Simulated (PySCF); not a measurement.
**Geometry relaxation, with input and output: C2H13NOSi3 (part 2 of 2)**

The same run, continued: C2H13NOSi3; PBE0-D3(BJ)/def2-SVP geometry optimisation, gas phase (PySCF 2.14.0). It belongs to a series of runs on one base structure; here: constitutional isomer.

Geometry of the input (Å):
```
C  -2.2422  1.3506  -0.1268
N  -1.1209  0.6390  0.3350
C  -0.1370  1.5009  0.9145
Si -1.2061  -1.0193  0.7346
O  0.2564  -1.6153  0.8714
Si 1.7453  -1.8925  0.2944
Si 2.2487  -0.4713  -1.4399
H  -2.9315  0.7043  -0.6394
H  -2.8021  1.8684  0.7120
H  -1.9505  2.1484  -0.8258
H  0.2633  2.1897  0.1758
H  -0.5239  2.0985  1.7542
H  0.6756  0.9126  1.2956
H  -1.9335  -1.6507  -0.3847
H  -1.8333  -1.3670  2.0385
H  1.7311  -3.3095  -0.0449
H  2.5924  -1.7207  1.4886
H  3.2614  -1.0312  -2.3136
H  2.7795  0.8186  -1.0001
H  1.0762  -0.1382  -2.3043
```

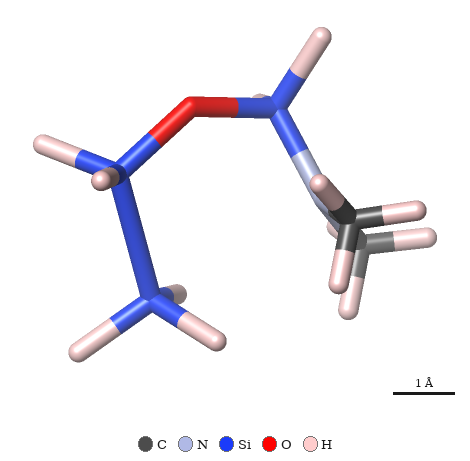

Figure 1. The geometry at step 12 of the log (stick view, seen at a tilt).

Trajectory as extended XYZ, continued
```
20
Properties=species:S:1:pos:R:3:forces:R:3 step=7 energy=-29430.21287
C    -1.6953    1.3318   -0.5136    0.0345  -0.1532   0.0933
N    -0.9295    0.6180    0.4845   -0.0260  -0.0065  -0.2072
C    -0.2163    1.4748    1.4022    0.1363  -0.0430  -0.0396
Si   -1.1737   -1.0502    0.8907    0.2211   0.1274   0.1642
O     0.3203   -1.7597    1.1709   -0.0010   0.0079  -0.3251
Si    1.7412   -1.8691    0.2711   -0.2376   0.0328   0.1619
Si    1.6612   -0.4284   -1.5805   -0.0142   0.0338  -0.0461
H    -2.1790    0.6382   -1.2210    0.0595  -0.0078   0.0907
H    -2.4878    1.9611   -0.0642   -0.0245   0.0073   0.0045
H    -1.0433    2.0004   -1.1012    0.0608   0.0339  -0.0485
H     0.4887    2.1359    0.8597   -0.0602  -0.0429   0.0421
H    -0.8940    2.1198    1.9924   -0.0300   0.0466   0.0284
H     0.3824    0.8765    2.1100   -0.0580   0.0241  -0.0532
H    -1.9289   -1.6564   -0.2473    0.0983  -0.0156   0.0093
H    -1.9317   -1.2189    2.1666    0.0747  -0.1145  -0.0064
H     1.9525   -3.2750   -0.2094   -0.0838   0.0674   0.0791
H     2.9065   -1.5015    1.1370   -0.0871  -0.0353   0.0241
H     2.7735   -0.7737   -2.5277   -0.0178   0.0078   0.0502
H     1.8317    1.0029   -1.1765   -0.0496  -0.0177  -0.0200
H     0.3700   -0.6085   -2.3159    0.0044   0.0474  -0.0019
20
Properties=species:S:1:pos:R:3:forces:R:3 step=8 energy=-29430.23631
C    -1.6587    1.2955   -0.5388    0.0023  -0.0260   0.0146
N    -0.9035    0.6036    0.4761    0.0124  -0.0054  -0.0503
C    -0.1773    1.4706    1.3732    0.0275   0.0032  -0.0006
Si   -1.1710   -1.0508    0.9155    0.0273   0.0717   0.0526
O     0.3069   -1.7729    1.1798    0.0104  -0.0739  -0.0842
Si    1.7086   -1.8729    0.2698   -0.0409   0.0486   0.0339
Si    1.6081   -0.3748   -1.5404   -0.0157   0.0058  -0.0054
H    -2.1443    0.5803   -1.2199    0.0112  -0.0030   0.0206
H    -2.4479    1.9455   -0.1119   -0.0032   0.0005   0.0006
H    -0.9983    1.9390   -1.1485    0.0120   0.0002  -0.0128
H     0.5353    2.1073    0.8159   -0.0145  -0.0069   0.0135
H    -0.8448    2.1412    1.9491   -0.0046   0.0089   0.0037
H     0.4102    0.8787    2.0928   -0.0145   0.0047  -0.0074
H    -1.9247   -1.6595   -0.2200    0.0277  -0.0173   0.0031
H    -1.9136   -1.2296    2.1972    0.0221  -0.0239   0.0001
H     1.8923   -3.2694   -0.2360   -0.0434   0.0131   0.0190
H     2.8741   -1.5455    1.1471   -0.0160  -0.0083   0.0041
H     2.7062   -0.6929   -2.5104    0.0100   0.0052   0.0223
H     1.7834    1.0430   -1.0970   -0.0180  -0.0050  -0.0131
H     0.3075   -0.5182   -2.2657    0.0079   0.0077  -0.0142
20
Properties=species:S:1:pos:R:3:forces:R:3 step=9 energy=-29430.24119
C    -1.6181    1.2778   -0.5570   -0.0168   0.0109   0.0000
N    -0.8859    0.5971    0.4804    0.0242  -0.0117   0.0026
C    -0.1710    1.4704    1.3813   -0.0112   0.0079  -0.0006
Si   -1.1687   -1.0509    0.9333   -0.0176   0.0264   0.0218
O     0.2992   -1.7912    1.1893   -0.0012  -0.0500  -0.0413
Si    1.6874   -1.8698    0.2613    0.0182   0.0284   0.0198
Si    1.5699   -0.3539   -1.5351    0.0021  -0.0086   0.0121
H    -2.0986    0.5529   -1.2305   -0.0032   0.0004   0.0000
H    -2.4083    1.9420   -0.1545    0.0025   0.0013   0.0014
H    -0.9423    1.9036   -1.1691   -0.0019  -0.0029  -0.0016
H     0.5554    2.0964    0.8314    0.0013   0.0002  -0.0002
H    -0.8456    2.1517    1.9362    0.0006  -0.0008  -0.0014
H     0.3978    0.8832    2.1188   -0.0019  -0.0018   0.0020
H    -1.9263   -1.6597   -0.1988    0.0007  -0.0089   0.0011
H    -1.9022   -1.2254    2.2199   -0.0003   0.0109   0.0038
H     1.8638   -3.2607   -0.2579   -0.0185  -0.0045  -0.0065
H     2.8571   -1.5517    1.1353    0.0104   0.0019  -0.0092
H     2.6846   -0.6467   -2.4935    0.0144   0.0004   0.0119
H     1.7180    1.0636   -1.0832   -0.0053   0.0021  -0.0085
H     0.2821   -0.5105   -2.2796    0.0035  -0.0015  -0.0072
20
Properties=species:S:1:pos:R:3:forces:R:3 step=10 energy=-29430.24214
C    -1.6285    1.2692   -0.5560   -0.0142   0.0057  -0.0076
N    -0.8867    0.5931    0.4779    0.0289   0.0040   0.0081
C    -0.1603    1.4710    1.3650   -0.0200   0.0102   0.0091
Si   -1.1747   -1.0495    0.9459   -0.0031  -0.0139   0.0075
O     0.2892   -1.8046    1.1837   -0.0130  -0.0101  -0.0364
Si    1.6757   -1.8776    0.2532    0.0145   0.0117   0.0233
Si    1.5827   -0.3378   -1.5232   -0.0053  -0.0145   0.0078
H    -2.1232    0.5407   -1.2150   -0.0036   0.0022  -0.0033
H    -2.4086    1.9424   -0.1487    0.0038   0.0007   0.0020
H    -0.9573    1.8840   -1.1839   -0.0031  -0.0018   0.0014
H     0.5639    2.0894    0.8038    0.0019   0.0007   0.0015
H    -0.8276    2.1600    1.9195    0.0006  -0.0031  -0.0002
H     0.4119    0.8878    2.1029    0.0022  -0.0013   0.0040
H    -1.9501   -1.6604   -0.1730   -0.0078  -0.0030   0.0031
H    -1.8914   -1.2123    2.2435   -0.0003   0.0174   0.0031
H     1.8355   -3.2626   -0.2867   -0.0056  -0.0043  -0.0107
H     2.8488   -1.5833    1.1311    0.0102  -0.0011  -0.0092
H     2.7117   -0.6266   -2.4661    0.0115   0.0010   0.0072
H     1.7319    1.0744   -1.0564   -0.0039   0.0033  -0.0047
H     0.3056   -0.4789   -2.2893    0.0064  -0.0036  -0.0059
20
Properties=species:S:1:pos:R:3:forces:R:3 step=11 energy=-29430.24379
C    -1.6425    1.2695   -0.5472    0.0072   0.0019  -0.0173
N    -0.8899    0.5979    0.4822    0.0182  -0.0014   0.0184
C    -0.1683    1.4816    1.3679   -0.0294  -0.0102   0.0046
Si   -1.1798   -1.0427    0.9564    0.0046  -0.0461   0.0012
O     0.2759   -1.8225    1.1622   -0.0144   0.0477  -0.0307
Si    1.6644   -1.8897    0.2359   -0.0026  -0.0253   0.0285
Si    1.6160   -0.3408   -1.5322    0.0059   0.0022   0.0091
H    -2.1471    0.5373   -1.1942   -0.0071   0.0027  -0.0117
H    -2.4158    1.9467   -0.1337    0.0028   0.0030  -0.0019
H    -0.9781    1.8783   -1.1883   -0.0051   0.0003   0.0057
H     0.5542    2.1019    0.8074    0.0124   0.0031  -0.0088
H    -0.8402    2.1689    1.9191    0.0024  -0.0046  -0.0003
H     0.4041    0.9028    2.1090    0.0091  -0.0010   0.0063
H    -1.9813   -1.6504   -0.1453   -0.0178   0.0102   0.0023
H    -1.8694   -1.1945    2.2697   -0.0046   0.0191   0.0053
H     1.8064   -3.2696   -0.3211    0.0173  -0.0059  -0.0150
H     2.8371   -1.6186    1.1218    0.0137  -0.0008  -0.0106
H     2.7854   -0.6282   -2.4253    0.0020   0.0000  -0.0047
H     1.7452    1.0731   -1.0659   -0.0081   0.0092   0.0112
H     0.3720   -0.4828   -2.3506   -0.0064  -0.0041   0.0085
20
Properties=species:S:1:pos:R:3:forces:R:3 step=12 energy=-29430.24434
C    -1.6406    1.2616   -0.5527    0.0069  -0.0056  -0.0030
N    -0.8867    0.5904    0.4770    0.0077   0.0132  -0.0096
C    -0.1570    1.4759    1.3541   -0.0150  -0.0040   0.0093
Si   -1.1853   -1.0447    0.9648    0.0201  -0.0364   0.0139
O     0.2670   -1.8359    1.1575   -0.0180   0.0428  -0.0429
Si    1.6551   -1.8980    0.2289   -0.0067  -0.0192   0.0218
Si    1.6137   -0.3228   -1.5136    0.0041   0.0058  -0.0007
H    -2.1573    0.5308   -1.1920    0.0011   0.0011  -0.0014
H    -2.4040    1.9489   -0.1379   -0.0002   0.0014  -0.0010
H    -0.9755    1.8603   -1.2022    0.0008   0.0029   0.0019
H     0.5674    2.0880    0.7866    0.0011   0.0007   0.0020
H    -0.8231    2.1705    1.9028   -0.0007  -0.0021   0.0021
H     0.4153    0.8994    2.0976    0.0031   0.0000   0.0008
H    -2.0098   -1.6509   -0.1208   -0.0064   0.0047   0.0055
H    -1.8590   -1.1737    2.2891    0.0013   0.0042   0.0011
H     1.7918   -3.2689   -0.3531    0.0081   0.0006   0.0005
H     2.8335   -1.6445    1.1128   -0.0007  -0.0087   0.0009
H     2.7915   -0.5959   -2.4010   -0.0033   0.0039  -0.0055
H     1.7354    1.0854   -1.0272   -0.0011  -0.0025   0.0020
H     0.3760   -0.4577   -2.3428   -0.0021  -0.0029   0.0025
20
Properties=species:S:1:pos:R:3:forces:R:3 step=13 energy=-29430.24485
C    -1.6370    1.2621   -0.5551    0.0084  -0.0024  -0.0017
N    -0.8855    0.5908    0.4764   -0.0026   0.0062  -0.0106
C    -0.1599    1.4763    1.3567   -0.0077  -0.0005   0.0070
Si   -1.1853   -1.0441    0.9650    0.0075  -0.0095   0.0109
O     0.2661   -1.8369    1.1509   -0.0090   0.0153  -0.0284
Si    1.6553   -1.9034    0.2252    0.0001  -0.0075   0.0096
Si    1.6151   -0.3218   -1.5118    0.0035   0.0040  -0.0029
H    -2.1514    0.5317   -1.1967    0.0023   0.0006   0.0008
H    -2.4019    1.9490   -0.1422   -0.0008   0.0001   0.0004
H    -0.9703    1.8618   -1.2020    0.0013   0.0019   0.0009
H     0.5658    2.0898    0.7922   -0.0011   0.0003   0.0032
H    -0.8287    2.1695    1.9038   -0.0003  -0.0004   0.0027
H     0.4109    0.9001    2.1015    0.0012  -0.0002  -0.0003
H    -2.0173   -1.6480   -0.1160   -0.0029   0.0001   0.0032
H    -1.8536   -1.1687    2.2925    0.0047  -0.0003   0.0000
H     1.7900   -3.2727   -0.3610    0.0014   0.0007   0.0027
H     2.8342   -1.6568    1.1105   -0.0035  -0.0068   0.0033
H     2.7907   -0.5906   -2.4033   -0.0036   0.0042  -0.0037
H     1.7360    1.0846   -1.0201    0.0011  -0.0030   0.0018
H     0.3753   -0.4544   -2.3384    0.0000  -0.0028   0.0012
20
Properties=species:S:1:pos:R:3:forces:R:3 step=14 energy=-29430.24559
C    -1.6282    1.2628   -0.5612    0.0105   0.0018  -0.0012
N    -0.8834    0.5933    0.4763   -0.0247  -0.0095   0.0042
C    -0.1713    1.4813    1.3651    0.0100   0.0022  -0.0006
Si   -1.1861   -1.0402    0.9700   -0.0179   0.0383  -0.0025
O     0.2590   -1.8472    1.1251    0.0118  -0.0316   0.0013
Si    1.6504   -1.9245    0.2059    0.0110   0.0095  -0.0101
Si    1.6285   -0.3164   -1.5070    0.0031   0.0001  -0.0068
H    -2.1371    0.5317   -1.2062    0.0024   0.0003   0.0021
H    -2.3966    1.9496   -0.1544   -0.0013  -0.0020   0.0010
H    -0.9576    1.8631   -1.2035    0.0018   0.0001  -0.0001
H     0.5576    2.0990    0.8092   -0.0030  -0.0001   0.0028
H    -0.8492    2.1705    1.9061   -0.0003   0.0009   0.0022
H     0.3952    0.9075    2.1153   -0.0023  -0.0002  -0.0018
H    -2.0485   -1.6369   -0.0905    0.0035  -0.0051  -0.0022
H    -1.8263   -1.1509    2.3125    0.0061  -0.0044  -0.0006
H     1.7685   -3.2868   -0.4001   -0.0064   0.0001   0.0026
H     2.8302   -1.7114    1.0986   -0.0066   0.0001   0.0054
H     2.8062   -0.5717   -2.3999   -0.0038   0.0027  -0.0007
H     1.7465    1.0827   -0.9946    0.0041  -0.0025   0.0043
H     0.3906   -0.4372   -2.3387    0.0020  -0.0007   0.0007
20
Properties=species:S:1:pos:R:3:forces:R:3 step=15 energy=-29430.24569
C    -1.6244    1.2628   -0.5634    0.0098   0.0017  -0.0024
N    -0.8837    0.5947    0.4779   -0.0257  -0.0097   0.0147
C    -0.1765    1.4838    1.3694    0.0115   0.0030  -0.0044
Si   -1.1873   -1.0381    0.9734   -0.0142   0.0336  -0.0076
O     0.2539   -1.8548    1.1116    0.0128  -0.0313   0.0031
Si    1.6457   -1.9353    0.1939    0.0063   0.0081  -0.0062
Si    1.6370   -0.3120   -1.5046    0.0022  -0.0018  -0.0062
H    -2.1308    0.5309   -1.2092    0.0012   0.0006   0.0010
H    -2.3943    1.9501   -0.1603   -0.0009  -0.0014   0.0008
H    -0.9513    1.8622   -1.2039    0.0011   0.0002  -0.0001
H     0.5536    2.1027    0.8164   -0.0022  -0.0005   0.0018
H    -0.8576    2.1720    1.9077    0.0000   0.0002   0.0014
H     0.3882    0.9112    2.1218   -0.0024  -0.0005  -0.0010
H    -2.0643   -1.6315   -0.0769    0.0034  -0.0037  -0.0029
H    -1.8116   -1.1439    2.3236    0.0039  -0.0028  -0.0008
H     1.7528   -3.2930   -0.4240   -0.0044   0.0000   0.0004
H     2.8254   -1.7413    1.0910   -0.0046   0.0027   0.0032
H     2.8164   -0.5612   -2.3966   -0.0024   0.0009   0.0002
H     1.7562    1.0821   -0.9788    0.0032  -0.0013   0.0043
H     0.4014   -0.4233   -2.3410    0.0012   0.0017   0.0007
20
Properties=species:S:1:pos:R:3:forces:R:3 step=16 energy=-29430.24574
C    -1.6188    1.2641   -0.5646    0.0056   0.0001  -0.0041
N    -0.8857    0.5961    0.4819   -0.0189  -0.0027   0.0230
C    -0.1821    1.4854    1.3764    0.0078   0.0014  -0.0076
Si   -1.1899   -1.0366    0.9757    0.0013   0.0106  -0.0100
O     0.2465   -1.8656    1.0946    0.0056  -0.0162  -0.0015
Si    1.6389   -1.9473    0.1784   -0.0039   0.0020   0.0039
Si    1.6465   -0.3058   -1.5024    0.0007  -0.0034  -0.0025
H    -2.1216    0.5319   -1.2130   -0.0006   0.0010  -0.0006
H    -2.3910    1.9521   -0.1670    0.0004   0.0002   0.0002
H    -0.9412    1.8623   -1.2015    0.0003   0.0006   0.0003
H     0.5496    2.1050    0.8266    0.0005  -0.0007   0.0005
H    -0.8656    2.1732    1.9124    0.0002  -0.0009   0.0002
H     0.3799    0.9130    2.1308   -0.0014  -0.0008   0.0012
H    -2.0815   -1.6247   -0.0650    0.0013   0.0004  -0.0026
H    -1.7965   -1.1403    2.3339   -0.0006   0.0002  -0.0008
H     1.7337   -3.2993   -0.4541    0.0007  -0.0002  -0.0021
H     2.8175   -1.7746    1.0811   -0.0001   0.0042  -0.0012
H     2.8275   -0.5484   -2.3937    0.0005  -0.0014   0.0010
H     1.7693    1.0809   -0.9586    0.0010   0.0007   0.0022
H     0.4133   -0.4032   -2.3439   -0.0003   0.0049   0.0009
```

Results in brief

- outcome: converged
- total energy: −1081.541591 hartree
- dipole moment: 1.59 D
- point group: C1
- hardware: 1 CPU thread, shared host
- wall time: 5.1 min
- peak memory: 0.86 GiB
